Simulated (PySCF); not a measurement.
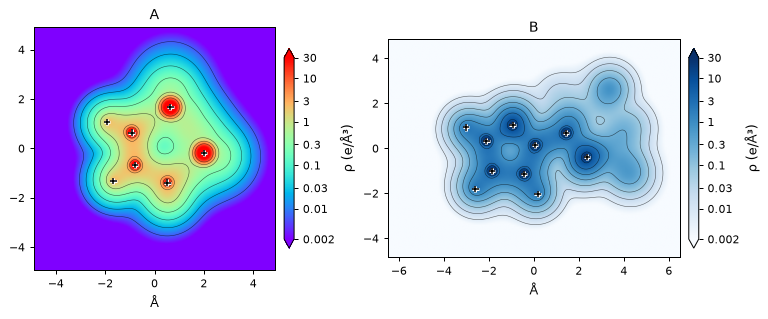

The electron density of 2 systems, each on a plane through atoms (crosses mark nuclei in the plane).

The calculation used CAM-B3LYP/def2-SVPD, SCF density, gas phase in PySCF.

System 1: C3H7BrSi2, the plane of atoms C3, Si2 and Si6. Geometry: GFN2-xTB.

```xyz
13

Br    2.9392   -1.5436   -0.8946
Si    1.3666   -0.7473    0.5060
C     1.0673    1.0628    0.0961
C    -0.1732    1.4189   -0.2210
C    -1.3375    0.4772   -0.2644
Si   -0.8119   -1.3413    0.0423
H     2.0207   -0.9136    1.8028
H     1.8537    1.8040    0.1047
H    -0.4059    2.4495   -0.4694
H    -1.8419    0.5966   -1.2266
H    -2.0664    0.7995    0.4845
H    -1.0646   -2.1521   -1.1504
H    -1.5504   -1.9101    1.1724
```

System 2: C7H9BO3, the plane of atoms C8, C7 and H18. Geometry: PBE0-D3(BJ)/def2-SVP.

```xyz
20

B    -2.1502    1.5273   -0.4593
O    -3.0000    0.4833   -0.6233
C    -2.5816   -0.8337   -0.3286
C    -1.0784   -0.9762   -0.4503
C    -0.3971    0.1091    0.3762
C     1.0842    0.1201    0.2117
C     1.9650    1.0726   -0.2042
C     3.2590    0.4610   -0.1398
C     3.0546   -0.8083    0.3076
O     1.7359   -1.0214    0.5226
O    -0.8828    1.3867    0.0217
H    -2.5287    2.6334   -0.7498
H    -3.0999   -1.5140   -1.0217
H    -2.9137   -1.0932    0.6925
H    -0.7698   -0.8637   -1.5031
H    -0.7468   -1.9691   -0.1121
H    -0.6288   -0.0676    1.4458
H     1.7087    2.0833   -0.5091
H     4.2163    0.9108   -0.3939
H     3.7151   -1.6452    0.5170
```

Q: Which map belongs to which system?

A: Panel A is system 1, C3H7BrSi2: the plane holds Si, C and H. C–C (1.33 Å): the density is about 2.3 e/Å³ at the midpoint. Panel B is system 2, C7H9BO3: the plane holds C, O and H. C–O (1.35 Å): ρ is about 2.4 e/Å³ halfway.
